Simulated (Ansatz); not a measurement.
# Au, pressure series

The parent structure is Au in the fcc (Cu type) structure (space group Fm-3m, No. 225; a = 4.124 Å).

Cell and atoms are relaxed at each pressure.

Computed with r2SCAN in Ansatz (plane waves to 500 eV, PAW, spin-orbit coupling left out).

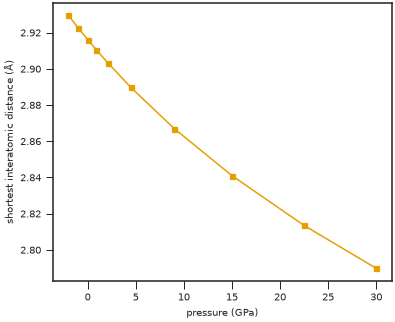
Figure: Shortest interatomic distance against pressure

| pressure (GPa) | shortest interatomic distance |
|---|---|
| -2 | 2.929 Å |
| -1 | 2.923 Å |
| 0.9 | 2.911 Å |
| 2.1 | 2.903 Å |
| 4.5 | 2.890 Å |
| 9 | 2.867 Å |
| 15 | 2.841 Å |
| 22.5 | 2.813 Å |
| 30 | 2.790 Å |

Load acts through the strain it causes; cell and atoms are relaxed under it. Whether these cells are dynamically stable was not tested. Competing high-pressure phases were not computed.

Ansatz is a program for electronic structure.
